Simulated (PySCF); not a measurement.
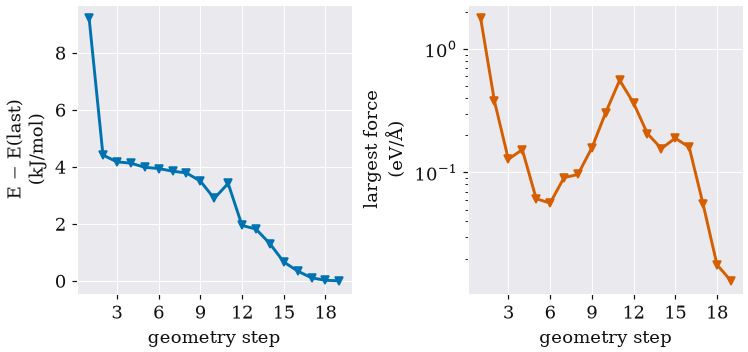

History of a geometry optimisation.

The run: C4H5NS (SMILES Nc1cccs1), by PySCF, PBE0-D3(BJ)/def2-SVP, geometry optimisation.

Q: How did it end, and what did it gain?

A: The optimisation met its thresholds at geometry 19, counting the start as the first. The energy fell by about 9.2 kJ/mol from the first step to the last, with a rise at step 11. The largest force goes from about 1.8 eV/Å at the start to 0.013 eV/Å at the end.

Q: By which step was nine tenths of the energy gained?

A: By step 15 of 19.
